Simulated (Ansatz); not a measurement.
# H$_{5}$O$_{2}$Si$_{2}$ (SMILES O[Si](O)[SiH3]) (doublet): what the fields show

| atom | x (Å) | y (Å) | z (Å) |
| --- | --- | --- | --- |
| O | -1.1221 | 1.6224 | -0.2674 |
| Si | 0.0241 | 0.5322 | -0.7658 |
| O | 1.4732 | 1.2738 | -0.5258 |
| Si | 0.0643 | -1.4565 | 0.5121 |
| H | -2.0203 | 1.4742 | -0.5691 |
| H | 1.5062 | 2.2223 | -0.6710 |
| H | -1.2686 | -2.1033 | 0.3626 |
| H | 1.0956 | -2.3650 | -0.0549 |
| H | 0.3361 | -1.2465 | 1.9622 |

Geometry: PBE0-D4/def2-TZVP.

Theory: UKS PBE0-D4/def2-TZVPP in Ansatz 0.2.0.

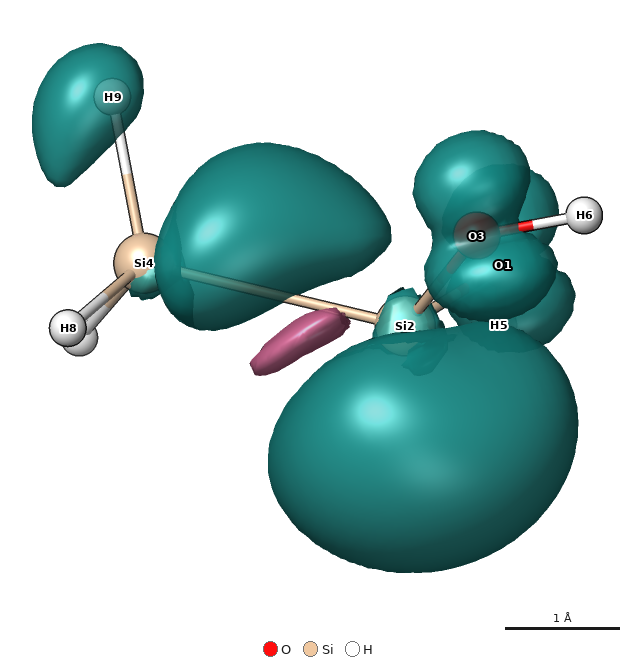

Figure 1. Isosurfaces of the spin density (α minus β) at +0.015 (teal) and −0.015 e/Å³ (pink), seen from one side.

Q: Where is the unpaired spin?

A: The unpaired spin (1 electron) lies mostly on Si2 (about 0.7), Si4 (about 0.1), O1 (about 0.1) and O3 (about 0.1), in electrons by Hirshfeld's partition.

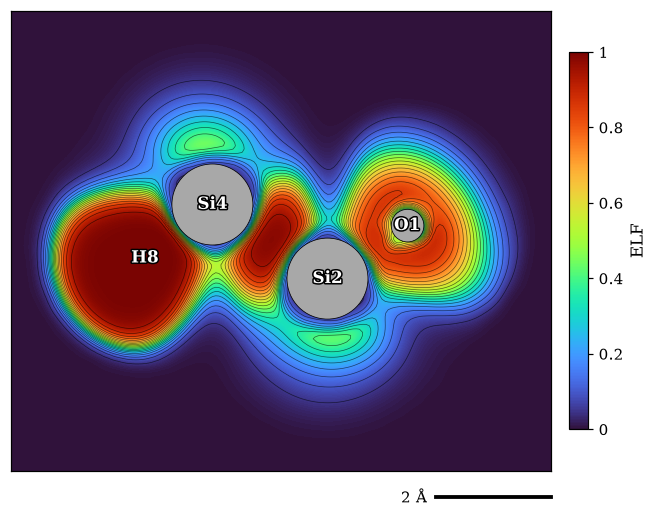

Figure 2. Electron localisation function on the plane of atoms O1, Si2 and Si4. Grey discs cover the atomic cores.

Q: Interpret the plot.

A:
- The plane passes through O, Si and H nuclei.
- Si–O (1.66 Å): the ELF peaks at about 0.85 between the atoms: a polar covalent bond.
- Si–Si (2.36 Å): the ELF peaks at about 1 between the atoms, as expected for a covalent bond.
- Si–H (1.49 Å): the ELF climbs to about 1 towards the hydrogen, as it does in any bond to H.
- The ELF also peaks beside O1, away from the bonds: non-bonding electrons, paired or unpaired.

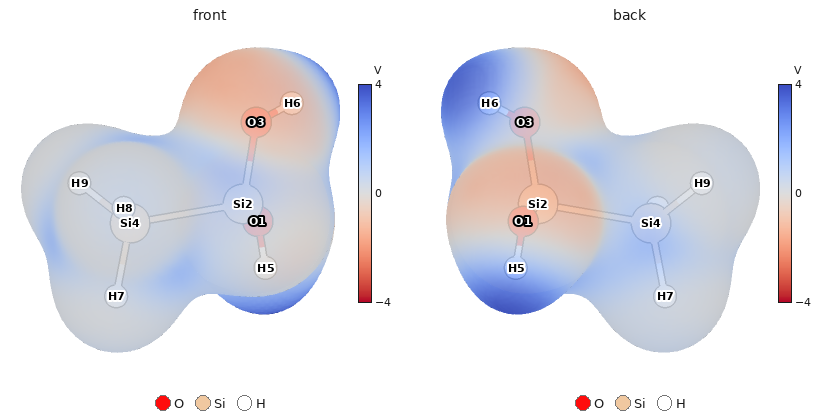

Figure 3. The molecular electrostatic potential painted on the density surface at 0.004 e/bohr³, seen from the front and from behind; red is negative and blue positive.

Q: Which sites attract a positive test charge, and which a negative one?

A: A positive charge is drawn to the negative regions and a negative charge to the positive ones. The most negative region (about −1.4 V) lies over O3, the most positive (about +3.7 V) over H5. O3 is the likeliest acceptor of a hydrogen bond.

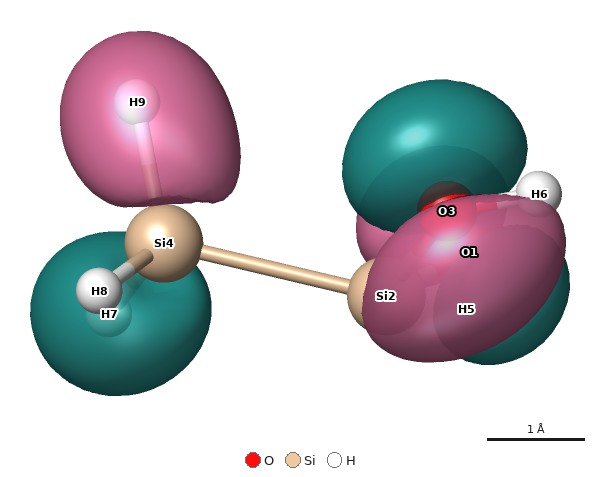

Figure 4. The HOMO−1 (β) at ±0.1 Å⁻³ᐟ² (teal and pink are the two phases), seen from one side.

Q: Where does this orbital lie, and at what energy?

A: It lies mainly on O3 (about 40 %), O1 (about 20 %), Si4 (about 10 %), H7 (about 10 %) and H9 (about 5 %). Its energy is −9.58 eV.
